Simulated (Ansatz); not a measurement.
SiC (zinc blende)

```cif
data_CSi
_chemical_formula_sum 'C1 Si1'
_space_group_name_H-M_alt 'P 1'
_space_group_IT_number 1
_cell_length_a 3.08060
_cell_length_b 3.08060
_cell_length_c 3.08060
_cell_angle_alpha 60.000
_cell_angle_beta 60.000
_cell_angle_gamma 60.000
loop_
_space_group_symop_operation_xyz
  'x, y, z'
loop_
_atom_site_label
_atom_site_type_symbol
_atom_site_fract_x
_atom_site_fract_y
_atom_site_fract_z
_atom_site_occupancy
C1 C 0.75000 0.75000 0.75000 1
Si1 Si 0.00000 0.00000 0.00000 1
```

E(V) scan at fixed shape, V₀ the volume above. Symmetry pins the atoms to their sites.

All values below come from r2SCAN (plane waves to 500 eV, PAW, scalar-relativistic; Ansatz, a program for electronic structure). k mesh 13×13×13 (Γ-centred), Fermi-Dirac smearing 0.05 eV. Energies are smeared free energies. SiC was relaxed with its symmetry unable to fall. The PAW data are Ansatz's earlier set. The zero of ΔE is the relaxed starting cell.

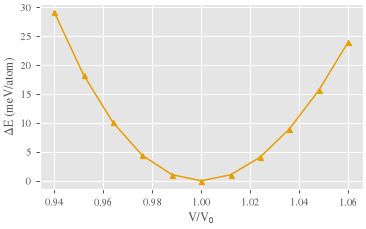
Figure. ΔE (meV/atom) against V/V₀; one marker a computed point.

Problem. What is ΔE at V/V₀ = 1.060?

Solution. About 24 meV/atom.

Problem. What is ΔE at V/V₀ = 0.940?

Solution. About 29 meV/atom.

Problem. What bulk modulus B₀ follows from a third-order Birch-Murnaghan fit?

Solution. About 230 GPa.

(Under strain, the slope of the energy per volume gives the stress and its curvature an elastic modulus.)
